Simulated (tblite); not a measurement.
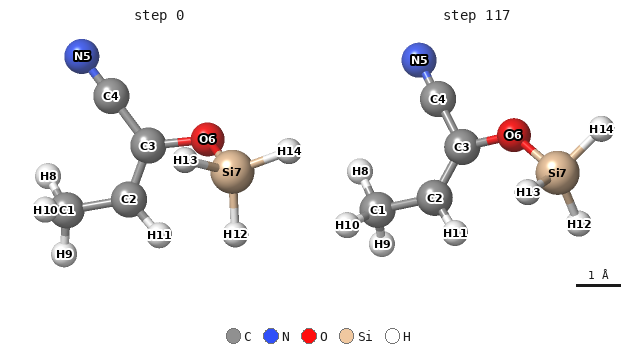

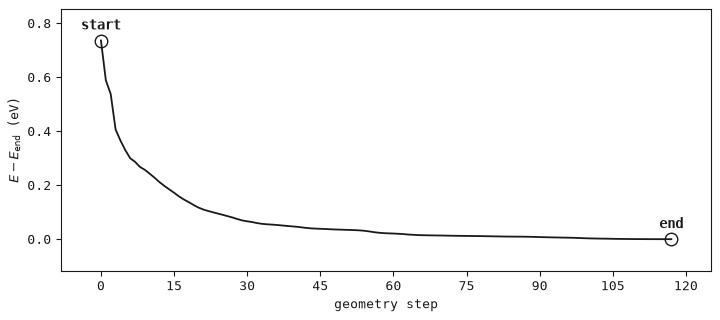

First and last geometry of a relaxation of C4H7NOSi, with the history of the run. A ball-and-stick model, seen at a tilt.

The calculation used tblite, GFN2-xTB geometry optimisation, gas phase. 

Question: Read the history and describe the run.

Answer: It converged. The atom that moves furthest after the best rigid fit is H13 (0.97 Å). Largest moves by element: H 0.97 Å, N 0.76 Å, O 0.63 Å, C 0.44 Å, Si 0.17 Å. Some distances before and after: O6–Si7 1.759 → 1.629 Å, C3–O6 1.397 → 1.350 Å, Si7–H13 1.497 → 1.464 Å, C1–H10 1.120 → 1.090 Å. Among the angles between lasting bonds that change: C3–O6–Si7 115.0° → 133.1°, O6–Si7–H14 113.6° → 98.6°, C2–C3–O6 115.6° → 125.5°. Groups turn about C3–O6 by about 55°, C1–C2 by about 35°. The energy falls by 0.736 eV in 117 geometry steps. Cost: 1 s on 1 thread of Intel(R) Xeon(R) Processor @ 2.70GHz, with other jobs on the host.

```tsv
step	E − E(0), eV
0	0.0000
1	-0.1471
2	-0.1982
3	-0.3293
4	-0.3707
5	-0.4063
6	-0.4362
7	-0.4495
8	-0.4683
9	-0.4790
10	-0.4935
16	-0.5774
21	-0.6261
27	-0.6558
33	-0.6791
38	-0.6867
44	-0.6968
49	-0.7006
55	-0.7072
61	-0.7160
66	-0.7213
72	-0.7233
78	-0.7247
83	-0.7263
89	-0.7277
94	-0.7298
100	-0.7330
106	-0.7350
111	-0.7358
117	-0.7361
```
